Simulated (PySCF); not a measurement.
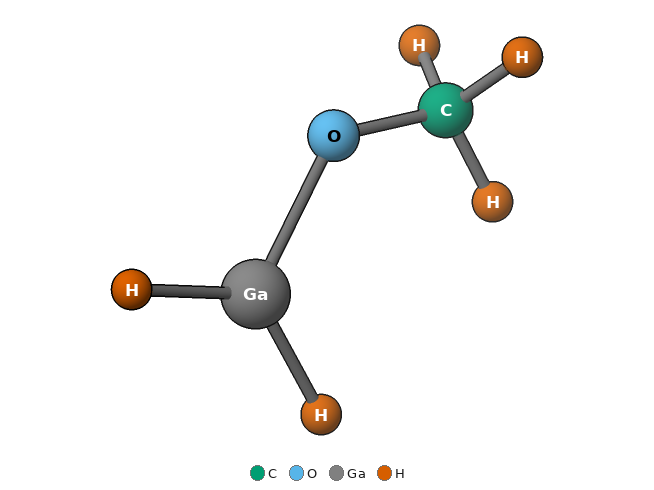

The computed structure is the end point of a PBE0-D3(BJ)/def2-SVP optimisation. No frequency run is at hand to confirm it as a minimum. Program: PySCF 2.14.0.

Tabulate HOMO energy (eV), lowest singlet excitation (eV), dipole (D) at these levels: B3LYP/def2-SVPD; BHandHLYP/def2-SVPD; CAM-B3LYP/def2-SVPD; LC-wPBE/def2-SVPD; PBE0/6-31G*; PBE0/aug-cc-pVDZ; PBE0/def2-SVP; PBE0/def2-SVPD; PBE0/def2-TZVP; ωB97X-D/def2-SVPD.

| level | HOMO energy (eV) | lowest singlet excitation (eV) | dipole (D) |
| --- | --- | --- | --- |
| B3LYP/def2-SVPD | −7.68 | 5.13 | 1.13 |
| BHandHLYP/def2-SVPD | −9.31 | 5.87 | 1.27 |
| CAM-B3LYP/def2-SVPD | −9.34 | 5.50 | 1.20 |
| LC-wPBE/def2-SVPD | −10.68 | 5.94 | 1.22 |
| PBE0/6-31G* | −7.69 | 5.22 | 1.14 |
| PBE0/aug-cc-pVDZ | −7.83 | 5.26 | 1.10 |
| PBE0/def2-SVP | −7.75 | 5.26 | 1.12 |
| PBE0/def2-SVPD | −7.90 | 5.32 | 1.14 |
| PBE0/def2-TZVP | −7.83 | 5.29 | 1.06 |
| ωB97X-D/def2-SVPD | −9.81 | 5.54 | 1.18 |
